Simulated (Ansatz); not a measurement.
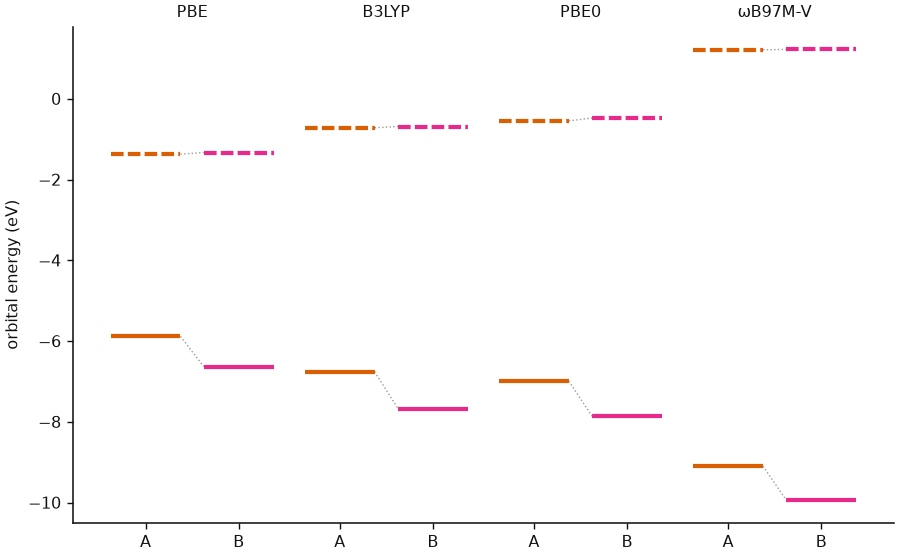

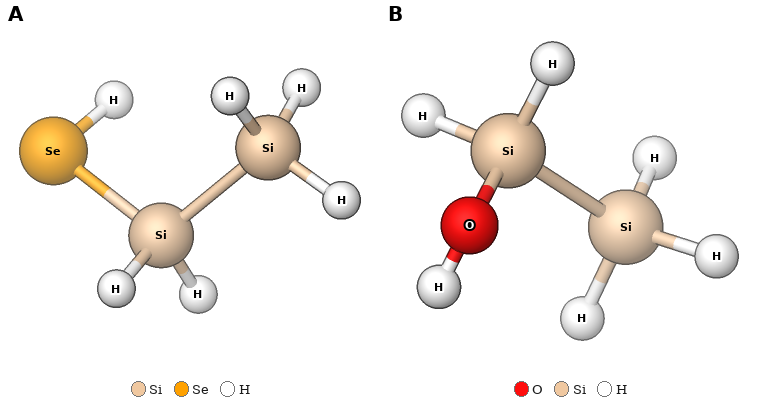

One change: A, Si₂H₆Se (SMILES [SiH3][SiH2][SeH]), becomes B, Si₂H₆O (SMILES O[SiH2][SiH3]). SeH on Si is replaced by OH. HOMO (solid) and LUMO (dashed) computed in def2-TZVPP at PBE0-D4/def2-TZVP geometries, both minima by their frequencies, gas phase, the Ansatz code 0.2.0. Empty levels above zero depend strongly on the basis.

What does the change do to HOMO and LUMO?

Answer. PBE: the HOMO falls by 0.75 eV, the LUMO rises by 0.04 eV, and the separation goes from 4.51 to 5.30 eV. B3LYP: the HOMO falls by 0.91 eV, the LUMO rises by 0.03 eV, and the separation goes from 6.05 to 6.98 eV. PBE0: the HOMO falls by 0.87 eV, the LUMO rises by 0.07 eV, and the separation goes from 6.45 to 7.39 eV. ωB97M-V: the HOMO falls by 0.84 eV, the LUMO hardly moves, and the separation goes from 10.32 to 11.16 eV.

Do the functionals agree on the effect?

Answer. They agree on the direction for both levels; the HOMO shift lies between −0.91 and −0.75 eV and the LUMO shift between 0.01 and 0.07 eV, while the separations themselves differ by up to 5.9 eV between functionals.
